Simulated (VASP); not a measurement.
# Sound and unsound inputs on AlNi3, part 3 of 4

Which changes to a sound input spoil a run on AlNi3, which are harmless, and which give a warning? All runs use PBEsol. The start is a computed cell from the Materials Project.

VASP 6.6.1; PBEsol, spin-polarised from a ferromagnetic start; plane waves and PAW (Al, Ni).

Still holding for the runs below: The magnetic state follows from one typed start and may not be the lowest. The k-mesh is coarse for a metal.

So far. Step 3 (A single point (PBEsol), changed input): Against the reference run the energy at zero smearing moves by +1.40 meV an atom and the pressure by -0.05 GPa. Step 5 (Total energy, forces and stress (PBEsol), changed …): Against the reference run the energy at zero smearing moves by +0.00 meV an atom and the pressure by -0.04 GPa.

**6. Relaxing cell and atoms (PBEsol), changed input**

Properties are meant for the cell that this level of theory prefers, so cell and atoms are relaxed first (ISIF = 3) until forces and stress are small; EDIFFG sets the threshold. Some settings are moved from the usual, to see what they do.

Input file INCAR:

```
SYSTEM = AlNi3
PREC = Accurate
ENCUT = 400
EDIFF = 1E-06
NELM = 100
ISMEAR = 0
SIGMA = 0.1
LREAL = .FALSE.
ALGO = Normal
GGA = PS
NBANDS = 26
ISPIN = 2
MAGMOM = 0 1 1 1
LASPH = .TRUE.
LMAXMIX = 4
LORBIT = 11
LWAVE = .FALSE.
LCHARG = .FALSE.
KPAR = 4
IBRION = 2
NSW = 60
ISIF = 3
EDIFFG = -0.01
ADDGRID = .TRUE.
```

Input file POSCAR:

```
AlNi3
1.0
    3.5230547267      0.0000000000      0.0000000000
    0.0000000000      3.5230547267      0.0000000000
    0.0000000000      0.0000000000      3.5230547267
Al Ni
1 3
Direct
    0.0000000000      0.0000000000      0.0000000000
    0.0000000000      0.5000000000      0.5000000000
    0.5000000000      0.0000000000      0.5000000000
    0.5000000000      0.5000000000      0.0000000000
```

Input file KPOINTS:

```
Automatic mesh
0
Gamma
6 6 6
0 0 0
```

Potentials, in the order of the species: Al and Ni (PBE family, release 64).

The run is started by

```bash
mpirun -np 4 vasp_std
```

What it wrote:

```text
[... set-up lines as in an earlier step ...]
 entering main loop
       N       E                     dE             d eps       ncg     rms          rms(c)
DAV:   1     0.170374651093E+03    0.17037E+03   -0.11905E+04  2128   0.137E+03
DAV:   2    -0.196990501786E+02   -0.19007E+03   -0.17724E+03  2088   0.280E+02
DAV:   3    -0.287963658652E+02   -0.90973E+01   -0.87252E+01  2368   0.810E+01
DAV:   4    -0.289440953930E+02   -0.14773E+00   -0.14757E+00  2522   0.958E+00
DAV:   5    -0.289494376607E+02   -0.53423E-02   -0.53420E-02  2502   0.166E+00    0.217E+01
DAV:   6    -0.297275835231E+02   -0.77815E+00   -0.42429E+01  2404   0.115E+02    0.217E+01
DAV:   7    -0.243798273979E+02    0.53478E+01   -0.14962E+01  2428   0.624E+01    0.273E+00
DAV:   8    -0.243329837547E+02    0.46844E-01   -0.26665E-01  2356   0.361E+00    0.145E+00
DAV:   9    -0.243062786498E+02    0.26705E-01   -0.22206E-02  2834   0.196E+00    0.668E-01
DAV:  10    -0.243049388034E+02    0.13398E-02   -0.20277E-03  2488   0.450E-01    0.161E-01
DAV:  11    -0.243049225366E+02    0.16267E-04   -0.30761E-04  2520   0.230E-01    0.811E-02
DAV:  12    -0.243049152626E+02    0.72740E-05   -0.44027E-05  2844   0.855E-02    0.415E-02
DAV:  13    -0.243049160002E+02   -0.73760E-06   -0.72949E-06  2364   0.323E-02
   1 F= -.24304916E+02 E0= -.24295934E+02  d E =-.243049E+02  mag=     0.6964
 curvature:   0.00 expect dE= 0.000E+00 dE for cont linesearch  0.000E+00
 trial: gam= 0.00000 g(F)=  0.000E+00 g(S)=  0.198E-02 ort = 0.000E+00 (trialstep = 0.100E+01)
 search vector abs. value=  0.198E-02
 bond charge predicted
       N       E                     dE             d eps       ncg     rms          rms(c)
DAV:   1    -0.243543732423E+02   -0.49458E-01   -0.35786E-01  2142   0.910E+00    0.199E+00
DAV:   2    -0.243604360684E+02   -0.60628E-02   -0.37621E-01  2412   0.111E+01    0.192E+00
DAV:   3    -0.243064418104E+02    0.53994E-01   -0.12851E-01  2412   0.633E+00    0.314E-01
DAV:   4    -0.243053113790E+02    0.11304E-02   -0.15550E-03  2396   0.398E-01    0.105E-01
DAV:   5    -0.243052063699E+02    0.10501E-03   -0.11036E-04  2830   0.102E-01    0.349E-02
DAV:   6    -0.243052066255E+02   -0.25553E-06   -0.14796E-05  2128   0.319E-02    0.145E-02
DAV:   7    -0.243052070742E+02   -0.44868E-06   -0.23354E-06  1906   0.145E-02
   2 F= -.24305207E+02 E0= -.24296200E+02  d E =-.291074E-03  mag=     0.6907
 trial-energy change:   -0.000291  1 .order   -0.000090   -0.001976    0.001796
 step:   0.6006(harm=  0.5238)  dis= 0.00000  next Energy=   -24.305553 (dE=-0.637E-03)
 bond charge predicted
       N       E                     dE             d eps       ncg     rms          rms(c)
DAV:   1    -0.243136191487E+02   -0.84125E-02   -0.57267E-02  2142   0.366E+00    0.817E-01
DAV:   2    -0.243151339176E+02   -0.15148E-02   -0.66945E-02  2404   0.452E+00    0.774E-01
DAV:   3    -0.243057330390E+02    0.94009E-02   -0.20377E-02  2406   0.261E+00    0.116E-01
DAV:   4    -0.243055789691E+02    0.15407E-03   -0.32544E-04  2202   0.132E-01    0.527E-02
DAV:   5    -0.243055649741E+02    0.13995E-04   -0.15459E-05  2970   0.495E-02    0.124E-02
DAV:   6    -0.243055655868E+02   -0.61270E-06   -0.23198E-06  1768   0.151E-02
   3 F= -.24305566E+02 E0= -.24296569E+02  d E =-.649587E-03  mag=     0.6929
 curvature:  -0.26 expect dE=-0.269E-05 dE for cont linesearch -0.269E-05
 trial: gam= 0.00000 g(F)=  0.195E-65 g(S)=  0.106E-04 ort =-0.144E-03 (trialstep = 0.920E+00)
 search vector abs. value=  0.106E-04
 reached required accuracy - stopping structural energy minimisation
```

It took 16 s on 4 MPI ranks of Intel Xeon 6975P-C (Granite Rapids), shared host; peak memory 0.78 GiB.

From OUTCAR (step 6):

```text
   NELECT =      33.0000    total number of electrons

 E-fermi :   9.8276

 spin component 1
 k-point     1 :       0.0000    0.0000    0.0000
  band No.  band energies     occupation
    ...
     12       9.2711      1.00000
     13       9.5913      0.99958
     14       9.7799      0.75004
     15       9.7799      0.75004
     16       9.7799      0.75004
     17      10.7091      0.00000
     18      10.7091      0.00000
     19      10.7091      0.00000
     20      16.5909      0.00000
     21      16.5909      0.00000
    ...

 k-point     2 :       0.1667    0.0000    0.0000
  band No.  band energies     occupation
    ...
     13       9.2264      1.00000
     14       9.2718      1.00000
     15       9.4646      1.00000
     16       9.6492      0.99418
     17       9.7803      0.74818
     18      11.7027      0.00000
     19      11.7027      0.00000
     20      16.5545      0.00000
     21      17.1485      0.00000
     22      18.8882      0.00000
    ...

  Total        0.0170827      0.0170827      0.0170827     -0.0000000      0.0000000     -0.0000000
  in kB        0.6290937      0.6290937      0.6290937     -0.0000000      0.0000000     -0.0000000
  external PRESSURE =       0.6290937 kB  Pullay stress =       0.0000000 kB

 POSITION                                       TOTAL-FORCE (eV/Angst)
 -----------------------------------------------------------------------------------
      0.00000      0.00000      0.00000        -0.000000     -0.000000      0.000000
      0.00000      1.75855      1.75855         0.000000      0.000000      0.000000
      1.75855      0.00000      1.75855         0.000000      0.000000      0.000000
      1.75855      1.75855     -0.00000        -0.000000     -0.000000      0.000000
 -----------------------------------------------------------------------------------
    total drift:                                0.000000     -0.000000     -0.000000

  FREE ENERGIE OF THE ION-ELECTRON SYSTEM (eV)
  ---------------------------------------------------
  free  energy   TOTEN  =       -24.3055655868 eV

  energy  without entropy=      -24.2875724554  energy(sigma->0) =      -24.29656902

 reached required accuracy - stopping structural energy minimisation

 magnetization (x)
# of ion       s       p       d       tot
------------------------------------------
    1       -0.000  -0.008   0.000  -0.008
    2       -0.002  -0.008   0.254   0.244
    3       -0.002  -0.008   0.254   0.244
    4       -0.002  -0.008   0.254   0.244
--------------------------------------------------
tot         -0.008  -0.031   0.762   0.723

[... 7 parts as in an earlier step ...]

[... 15 further parts left out ...]
```

The run keeps the 48 symmetry operations of its start, so it cannot find a distortion of lower symmetry.

Relaxation path:

```
step  energy less that of the first step (eV)  largest force (eV/Å)  pressure (GPa)  volume (Å³)
   1                                   0.0000                0.0000           -0.86        43.73
   2                                  -0.0003                0.0000            0.78        43.36
   3                                  -0.0007                0.0000            0.06        43.51
```

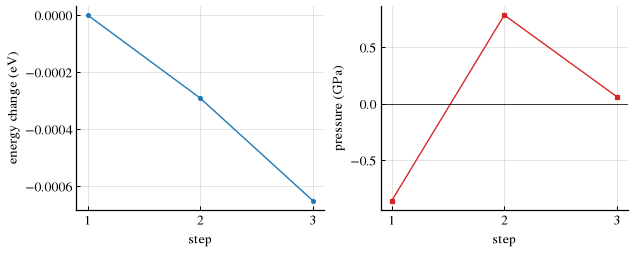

Energy and pressure along the relaxation.

```
conventional cell, symmetrised  before  after  change
                         a (Å)   3.523  3.517  -0.2 %
                         b (Å)   3.523  3.517  -0.2 %
                         c (Å)   3.523  3.517  -0.2 %
              volume (Å³/atom)   10.93  10.88  -0.5 %
```

The relaxed structure:

```
Al Ni
1.0
     3.51709    0.00000    0.00000
     0.00000    3.51709    0.00000
     0.00000    0.00000    3.51709
Al Ni
1 3
Direct
  0.00000 0.00000 0.00000
  0.00000 0.50000 0.50000
  0.50000 0.00000 0.50000
  0.50000 0.50000 0.00000
```

This step gave:

- irreducible k points: 20
- Fermi energy: 9.828 eV
- pressure: 0.06291 GPa
- moment of the cell, from the last line of the log: 0.6929 μB
- SCF cycles over all ionic steps: 26

It ends with forces that vanish by symmetry and a pressure of 0.06 GPa.

**7. Relaxing cell and atoms (PBEsol), changed input, try 2**

This run is made with a changed input; what comes of it follows.

Input file INCAR:

```
SYSTEM = AlNi3
PREC = Accurate
ENCUT = 400
EDIFF = 1E-06
NELM = 98
ISMEAR = -1
SIGMA = 0.05
LREAL = .FALSE.
ALGO = Normal
GGA = PS
NBANDS = 26
ISPIN = 2
MAGMOM = 1.0 1.0 1.0
LASPH = .TRUE.
LMAXMIX = 4
LORBIT = 11
LWAVE = .FALSE.
LCHARG = .FALSE.
KPAR = 4
IBRION = 2
NSW = 30
ISIF = 3
EDIFFG = -0.01
```

POSCAR is that of step 6.

KPOINTS is that of step 6.

The run is started by

```bash
mpirun -np 4 vasp_std
```

What it wrote:

```text
running    4 mpi-ranks, on    1 nodes
[...]
-----------------------------------------------------------------------------
|                                                                             |
|     EEEEEEE  RRRRRR   RRRRRR   OOOOOOO  RRRRRR      ###     ###     ###     |
|     E        R     R  R     R  O     O  R     R     ###     ###     ###     |
|     E        R     R  R     R  O     O  R     R     ###     ###     ###     |
|     EEEEE    RRRRRR   RRRRRR   O     O  RRRRRR       #       #       #      |
|     E        R   R    R   R    O     O  R   R                               |
|     E        R    R   R    R   O     O  R    R      ###     ###     ###     |
|     EEEEEEE  R     R  R     R  OOOOOOO  R     R     ###     ###     ###     |
|                                                                             |
|     ERROR: You have set 3 value(s) for MAGMOM; however for                  |
|     spin-polarized calculations (ISPIN=2), MAGMOM has to be a list of       |
|     NIONS values. NIONS=4 in your calculation.                              |
|                                                                             |
|       ---->  I REFUSE TO CONTINUE WITH THIS SICK JOB ... BYE!!! <----       |
|                                                                             |
 -----------------------------------------------------------------------------

1
1
1
1
```

Elapsed: 4.6 s, on 4 MPI ranks.

VASP stopped before it finished a first electronic cycle.

VASP's message: “ERROR: You have set 3 value(s) for MAGMOM; however for spin-polarized calculations (ISPIN=2), MAGMOM has to be a list of”. No number of this run is used.

The fault in the input: wrong count of starting moments (ISPIN = 2 and MAGMOM = "1.0 1.0 1.0"). MAGMOM needs one number an atom.

**8. A single point (PBEsol), changed input, try 2**

A single point gives energy, forces and stress at these settings. Some settings are moved from the usual, to see what they do.

Input file INCAR:

```
SYSTEM = AlNi3
PREC = Accurate
ENCUT = 400
EDIFF = 1E-06
NELM = 100
ISMEAR = 0
SIGMA = 0.1
LREAL = .FALSE.
ALGO = Normal
GGA = PS
NBANDS = 26
ISPIN = 2
MAGMOM = 0 1 1 1
LASPH = .TRUE.
LMAXMIX = 4
LORBIT = 11
LWAVE = .FALSE.
LCHARG = .FALSE.
KPAR = 4
ISIF = 2
ISYM = 1
```

POSCAR is that of step 7.

KPOINTS is that of step 7.

The run is started by

```bash
mpirun -np 4 vasp_std
```

What it wrote:

```text
[... set-up lines as in an earlier step ...]
 entering main loop
       N       E                     dE             d eps       ncg     rms          rms(c)
DAV:   1     0.170374611803E+03    0.17037E+03   -0.11905E+04  2128   0.137E+03
DAV:   2    -0.196990890763E+02   -0.19007E+03   -0.17724E+03  2088   0.280E+02
DAV:   3    -0.287964045535E+02   -0.90973E+01   -0.87252E+01  2368   0.810E+01
DAV:   4    -0.289441340889E+02   -0.14773E+00   -0.14757E+00  2522   0.958E+00
DAV:   5    -0.289494763563E+02   -0.53423E-02   -0.53420E-02  2502   0.166E+00    0.217E+01
DAV:   6    -0.297276193046E+02   -0.77814E+00   -0.42429E+01  2404   0.115E+02    0.217E+01
DAV:   7    -0.243798741583E+02    0.53477E+01   -0.14962E+01  2428   0.624E+01    0.273E+00
DAV:   8    -0.243330292773E+02    0.46845E-01   -0.26665E-01  2356   0.361E+00    0.145E+00
DAV:   9    -0.243063240872E+02    0.26705E-01   -0.22207E-02  2834   0.196E+00    0.668E-01
DAV:  10    -0.243049842515E+02    0.13398E-02   -0.20277E-03  2488   0.450E-01    0.161E-01
DAV:  11    -0.243049679859E+02    0.16266E-04   -0.30761E-04  2520   0.230E-01    0.811E-02
DAV:  12    -0.243049607104E+02    0.72755E-05   -0.44028E-05  2844   0.855E-02    0.415E-02
DAV:  13    -0.243049614475E+02   -0.73707E-06   -0.72953E-06  2364   0.323E-02
   1 F= -.24304961E+02 E0= -.24295980E+02  d E =-.179632E-01  mag=     0.6964
```

Run time: 4.2 s. Hardware: 4 MPI ranks; peak memory 0.6 GiB.

Parts of OUTCAR (step 8):

```text
   NELECT =      33.0000    total number of electrons

 E-fermi :   9.7573

 spin component 1
 k-point     1 :       0.0000    0.0000    0.0000
  band No.  band energies     occupation
    ...
     12       9.2027      1.00000
     13       9.5195      0.99961
     14       9.7059      0.76638
     15       9.7059      0.76638
     16       9.7059      0.76637
     17      10.6378      0.00000
     18      10.6378      0.00000
     19      10.6378      0.00000
     20      16.4910      0.00000
     21      16.4910      0.00000
    ...

 k-point     2 :       0.1667    0.0000    0.0000
  band No.  band energies     occupation
    ...
     13       9.1576      1.00000
     14       9.2034      1.00000
     15       9.3938      1.00000
     16       9.5793      0.99408
     17       9.7063      0.76460
     18      11.6250      0.00000
     19      11.6250      0.00000
     20      16.4569      0.00000
     21      17.0400      0.00000
     22      18.7763      0.00000
    ...

  Total       -0.2342826     -0.2342826     -0.2342826      0.0000000      0.0000000     -0.0000000
  in kB       -8.5840538     -8.5840538     -8.5840538      0.0000000      0.0000000     -0.0000000
  external PRESSURE =      -8.5840538 kB  Pullay stress =       0.0000000 kB

  FREE ENERGIE OF THE ION-ELECTRON SYSTEM (eV)
  ---------------------------------------------------
  free  energy   TOTEN  =       -24.3049614475 eV

  energy  without entropy=      -24.2869982467  energy(sigma->0) =      -24.29597985

 magnetization (x)
# of ion       s       p       d       tot
------------------------------------------
    1       -0.000  -0.008   0.000  -0.008
    2       -0.002  -0.008   0.255   0.245
    3       -0.002  -0.008   0.255   0.245
    4       -0.002  -0.008   0.255   0.245
--------------------------------------------------
tot         -0.008  -0.032   0.766   0.727

[... 9 parts as in an earlier step ...]

[... 14 further parts left out ...]
```

This step gave:

* electronic steps: 13
* free energy (TOTEN): -24.30 eV
* Fermi energy: 9.757 eV
* pressure: -0.8584 GPa
* moment of the cell, from the last line of the log: 0.6964 μB

Against the reference run the energy at zero smearing moves by -0.14 meV an atom and the pressure by -0.03 GPa.

[end of part 3 of 4]

[Lines on the potential files, build, host, timing and source positions are cut from VASP's logs without a mark.]

[Logs are printed without paths, hosts, clocks, repeated set-up lines and the standing remarks that a program may print on its own settings, such as how far it seeks lower states.]

[Hosts, paths, dates, database ids (printed as entryN), source tags and the programs' standing remarks are cut or masked in the printed files.]

[A measured line is paired with the nearest computed mode of its activity, which favours agreement.]
